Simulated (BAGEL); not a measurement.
# P2 (SMILES P#P) at 3 levels

We compute a comparison of 3 runs (B3LYP/def2-SVP, CASPT2(10,8)/def2-SVP, RI-MP2/def2-SVP) of P2. 

Program for the calculation: BAGEL 1.2.2.

## 1. The system as given

P2 has 2 atoms, charge 0, and is taken as a singlet. SMILES: `P#P`. The P1–P2 distance was set to 1.609 Å, away from the relaxed value.

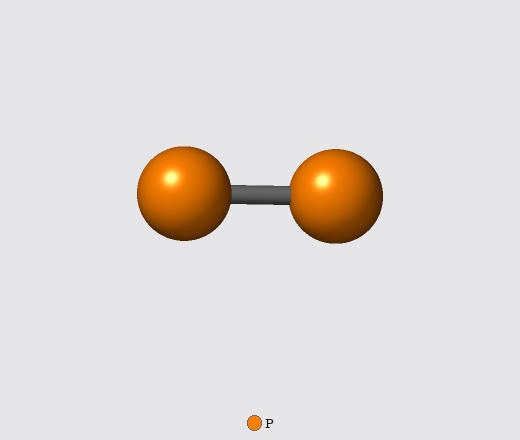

The structure, seen from a chosen angle (phosphorus orange).

## 2. A single-point energy at B3LYP/def2-SVP (density fitting with svp-jkfit) (run 1)

Contents of calc.json:

```json
{ "bagel" : [

{
  "title" : "molecule",
  "basis" : "svp",
  "df_basis" : "svp-jkfit",
  "angstrom" : true,
  "geometry" : [
    { "atom" : "P", "xyz" : [       0.000000,       0.000000,       0.284000 ] },
    { "atom" : "P", "xyz" : [       0.000000,       0.000000,       1.893400 ] }
  ]
},

{
  "title" : "ks",
  "xc_func" : "b3lyp"
},

{
  "title" : "print",
  "file" : "orbitals.molden",
  "orbitals" : true
}

]}
```

Started as:

```console
$ BAGEL_NUM_THREADS=1 BAGEL calc.json > calc.out
```

What it wrote:

```text
* using 1 threads per process

  ===============================================================
  ===============================================================

  *** Geometry ***

  { "atom" : "P", "xyz" : [      0.000000,      0.000000,      0.536682 ] },
  { "atom" : "P", "xyz" : [      0.000000,      0.000000,      3.578007 ] },

  Number of auxiliary basis functions:      256

  Since a DF basis is specified, we compute 2- and 3-index integrals:
    o Being stored without compression. Storage requirement is 0.003 GB

  Number of basis functions:       36
  Number of electrons      :       30

    * METHOD: MOLECULE                             0.04

  *** Kohn-Sham DFT ***

    * Removing 2100 points whose weight is below 1.00e-10
    * Grid points: 27712

  === Nuclear Repulsion ===
    73.9809074194

       - DIIS with orbital gradients will be used.

  === KS iteration (b3lyp / svp) ===
      0       -673.04364827          0.17828734           0.05
      1       -678.53789978          0.11410559           0.05
      2       -680.67713000          0.09701603           0.04
      3       -682.38904402          0.01223267           0.05
      4       -682.41805886          0.00130958           0.05
      5       -682.41869139          0.00029975           0.04
      6       -682.41871241          0.00004088           0.04
      7       -682.41871256          0.00000358           0.04
      8       -682.41871256          0.00000020           0.05
      9       -682.41871256          0.00000001           0.04
    * SCF iteration converged.

    * Permanent dipole moment:
           (    0.000000,    -0.000000,    -0.000000) a.u.

    * METHOD: KS                                   0.51

    * METHOD: PRINT                                0.00

  ===============================================================
```

Wall time 1.4 s (1 thread of Intel Xeon 6975P-C (Granite Rapids), shared host); peak memory 0.089 GiB.

## 3. The energy at CASPT2(10,8)/def2-SVP (density fitting with svp-jkfit) (run 2)

calc.json: that of step 2 with these lines changed.

```diff
@@ -13,12 +13,9 @@
 
-{
-  "title" : "ks",
-  "xc_func" : "b3lyp"
-},
+{ "title" : "hf" },
 
-{
-  "title" : "print",
-  "file" : "orbitals.molden",
-  "orbitals" : true
-}
+{ "title" : "casscf", "nstate" : 1, "nact" : 8, "nclosed" : 10, "maxiter" : 200, "natocc" : true },
+
+{ "title" : "print", "file" : "orbitals.molden", "orbitals" : true },
+
+{ "title" : "smith", "method" : "caspt2", "ms" : true, "xms" : true, "sssr" : true, "shift" : 0.2, "shift_imag" : true, "ncore" : 10 }
```

Started as:

```console
$ BAGEL_NUM_THREADS=1 BAGEL calc.json > calc.out
```

What it wrote:

```text
* using 1 threads per process

  ===============================================================
  ===============================================================

  *** Geometry ***

  { "atom" : "P", "xyz" : [      0.000000,      0.000000,      0.536682 ] },
  { "atom" : "P", "xyz" : [      0.000000,      0.000000,      3.578007 ] },

  Number of auxiliary basis functions:      256

  Since a DF basis is specified, we compute 2- and 3-index integrals:
    o Being stored without compression. Storage requirement is 0.003 GB

  Number of basis functions:       36
  Number of electrons      :       30

    * METHOD: MOLECULE                             0.05

  *** RHF ***

  === Nuclear Repulsion ===
    73.9809074194

      * DIIS with orbital gradients will be used.

[... 6 lines left out ...]
    * SCF iteration converged.
[... 1 line left out ...]
    * Permanent dipole moment:
[... 22 lines left out ...]
    * Second-order optimization converged. *
[... 11 lines left out ...]
     * ci vector, state   0, <S^2> = -0.0000
[... 21 lines left out ...]
    * Zeroth order energy : state  0       -5.4205705214

    * CASPT2 iteration is performed using orthogonal basis

      -------------------------------------------  CASPT2 iteration  ---------------------------------------------------
       #      aibj      arbs      arbi      airj      risj      airs      arst      rist         Etot      error   time
      ------------------------------------------------------------------------------------------------------------------

       0   0.00000  -0.08195   0.00000   0.00000   0.00000   0.00000  -0.05875   0.00000   -0.1406966  0.0039894   0.11
       1   0.00000  -0.08211   0.00000   0.00000   0.00000   0.00000  -0.05965   0.00000   -0.1417609  0.0004188   0.11
       2   0.00000  -0.08210   0.00000   0.00000   0.00000   0.00000  -0.05967   0.00000   -0.1417750  0.0000387   0.11
       3   0.00000  -0.08210   0.00000   0.00000   0.00000   0.00000  -0.05967   0.00000   -0.1417751  0.0000049   0.11
       4   0.00000  -0.08210   0.00000   0.00000   0.00000   0.00000  -0.05967   0.00000   -0.1417751  0.0000004   0.15

      ------------------------------------------------------------------------------------------------------------------

    * CASPT2 energy : state  0     -681.3775872179
        w/o shift correction       -681.3762332241
        reference weight              0.9367820422

    * METHOD: SMITH                                1.46

  ===============================================================
```

Wall time 7.5 s (1 thread of Intel Xeon 6975P-C (Granite Rapids), shared host); peak memory 0.2 GiB.

## 4. The energy at RI-MP2/def2-SVP (density fitting with svp-jkfit) (run 3)

Contents of input.json:

```json
{ "bagel" : [

{
  "title" : "molecule",
  "basis" : "svp",
  "df_basis" : "svp-jkfit",
  "angstrom" : "true",
  "geometry" : [
    { "atom" : "P", "xyz" : [    0.000000,    0.000000,    0.284000 ] },
    { "atom" : "P", "xyz" : [    0.000000,    0.000000,    1.893400 ] }
  ]
},
{
  "title" : "hf"
},
{
  "title" : "mp2",
  "ncore" : 10
}

]}
```

Started as:

```console
$ BAGEL_NUM_THREADS=1 BAGEL input.json > input.out
```

What it wrote:

```text
* using 1 threads per process

  ===============================================================
  ===============================================================

  *** Geometry ***

  { "atom" : "P", "xyz" : [      0.000000,      0.000000,      0.536682 ] },
  { "atom" : "P", "xyz" : [      0.000000,      0.000000,      3.578007 ] },

  Number of auxiliary basis functions:      256

  Since a DF basis is specified, we compute 2- and 3-index integrals:
    o Being stored without compression. Storage requirement is 0.003 GB

  Number of basis functions:       36
  Number of electrons      :       30

    * METHOD: MOLECULE                             0.04

  *** RHF ***

  === Nuclear Repulsion ===
    73.9809074194

      * DIIS with orbital gradients will be used.

  === RHF iteration (svp) ===
      0       -681.15892716          0.00535021           0.01
      1       -681.16631272          0.00141339           0.01
      2       -681.16696849          0.00031790           0.01
      3       -681.16698144          0.00003401           0.01
      4       -681.16698167          0.00000828           0.01
      5       -681.16698169          0.00000064           0.01
      6       -681.16698169          0.00000012           0.01
      7       -681.16698169          0.00000001           0.01
    * SCF iteration converged.

    * Permanent dipole moment:
           (    0.000000,    -0.000000,    -0.000000) a.u.

    * METHOD: HF                                   0.07

  *** RHF ***

  === Nuclear Repulsion ===
    73.9809074194

      * DIIS with orbital gradients will be used.

  === RHF iteration (svp) ===
      0       -681.16698169          0.00000000           0.01
    * SCF iteration converged.

    * Permanent dipole moment:
           (    0.000000,    -0.000000,    -0.000000) a.u.

  === DF-MP2 calculation ===

    * freezing 10 orbitals
    * 3-index integral transformation done
    * assembly done

      MP2 correlation energy:   -0.2010326695      0.00

      MP2 total energy:       -681.3680143621

    * METHOD: MP2                                  0.01

  ===============================================================
```

Wall time 1.1 s (1 thread of Intel Xeon 6975P-C (Granite Rapids), shared host); peak memory 0.081 GiB.

## 5. Overview of the runs

| run | level | iteration cap | active rule | energy (Eh) | wall time |
| --- | --- | --- | --- | --- | --- |
| 1 | B3LYP/def2-SVP (density fitting with svp-jkfit) | – | – | -682.418713 | 1.4 s |
| 2 | CASPT2(10,8)/def2-SVP (density fitting with svp-jkfit) | 200 | valence | -681.377587 | 7.5 s |
| 3 | RI-MP2/def2-SVP (density fitting with svp-jkfit) | – | – | -681.368014 | 1.1 s |

## 6. Results

```
                                                            quantity          value
                                run 3, RI-MP2/def2-SVP: total energy  -681.36801 Eh
run 3, RI-MP2/def2-SVP: correlation energy (10 core orbitals frozen)     -201.0 mEh
```

All runs together took 10 s, the longest 7.5 s.
